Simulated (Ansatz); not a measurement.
All values below come from PBE (plane waves to 420 eV, PAW; Ansatz, a quantum-chemistry and plane-wave program).

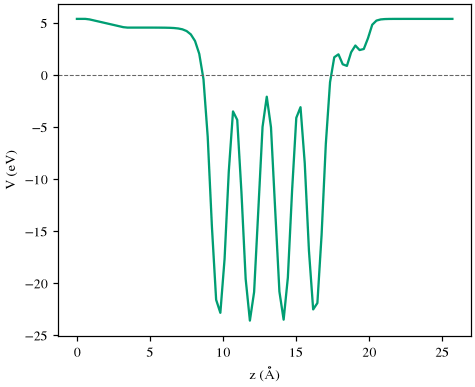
*Plane-averaged electrostatic potential energy along the normal, in eV from the Fermi level, for CO on the 1x1 (110) surface of bcc Mo, one in a 2x2 cell, started at the site 'top Mo'*

Set-up: 18 atoms, 6.5 Å thick at the start under the adsorbate (thin: gaps and levels are the slab's own); mesh 6x6x1; 0.1 eV smearing; dipole correction on; 8 atoms held, the rest relaxed; start symmetry kept, larger cells not searched; no spin, no spin-orbit, no U, no dispersion correction. At the end it is bonded to Mo. In PBE this state lies 0.10 eV over the lowest of the starts that converged ('hollow Mo-Mo-Mo').

The vacuum level lies 5.38 eV above the Fermi level over the top face and 4.54 eV above it under the bottom face.
